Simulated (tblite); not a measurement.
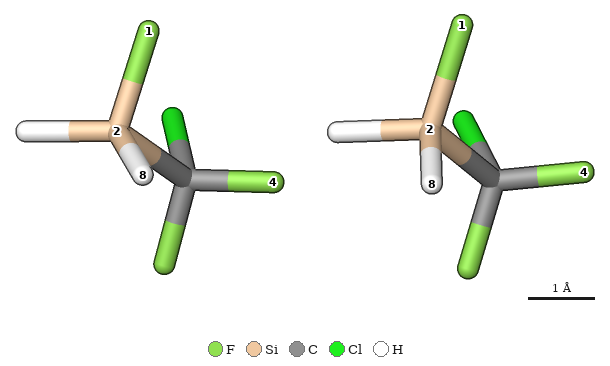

Two geometries of CH2ClF3Si, drawn at one scale. One is the start of a relaxation, the other its converged end. The picture is a stick view, seen from a free direction.

These are results of GFN2-xTB geometry optimisation, gas phase (tblite 0.8.0), not measurements. 

Which of the two is the end point?

The left one is the relaxed one. The largest move after the best rigid fit is that of an H atom, 0.28 Å. By element the largest moves are H 0.28 Å, Cl 0.22 Å, F 0.21 Å, Si 0.14 Å, C 0.04 Å. Among the contacts that change: F–Si 1.683 → 1.597 Å, C–Si 1.869 → 1.946 Å, C–F 1.394 → 1.353 Å, H–Si 1.486 → 1.450 Å. Among the angles between lasting bonds that change: H–Si–H 105.7° → 120.5°, F–Si–C 112.4° → 104.6°, F–C–F 112.6° → 105.1°. The energy falls by 11.2 kcal/mol in 52 geometry steps. The run took 0.42 s on 1 thread of Arm Neoverse N1, on a shared host.
